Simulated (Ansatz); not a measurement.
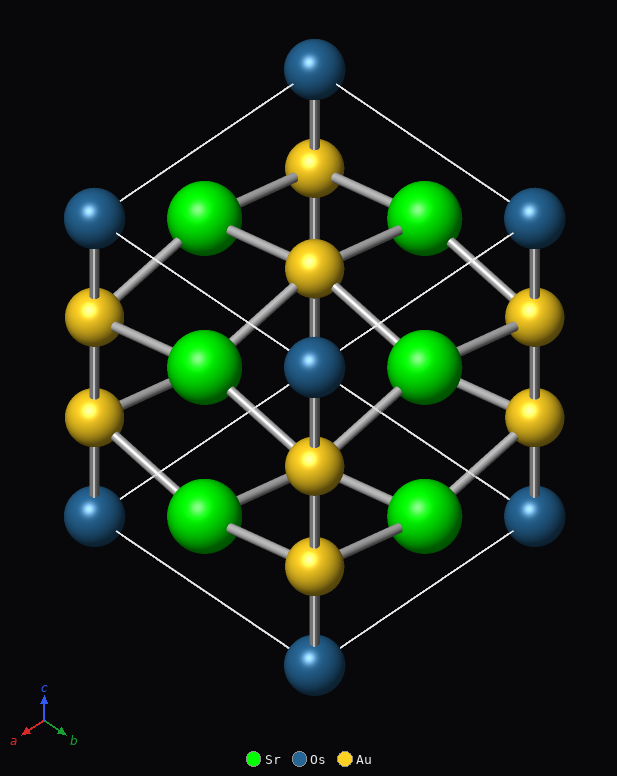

The image is a ball-and-stick drawing of a crystal, viewed along [111]. The frame is the conventional unit cell; atoms at its boundary are shown with their periodic copies.

The cell measures a = 6.025 Å, b = 6.025 Å, c = 7.831 Å, α = 90.00°, β = 90.00°, γ = 90.00°.

The composition is Sr2OsAu2.

What are the crystal system and the lattice centring?

Answer. Body-centred tetragonal.

What extended units do the bonds make?

Answer. The bonds build a three-dimensional framework.

It goes back to a textbook structure type filled with these elements (whether it is the usual form wasn't checked). Atoms and cell were optimised with Ansatz, DFT PBE, scalar-relativistic, plane waves, PAW.
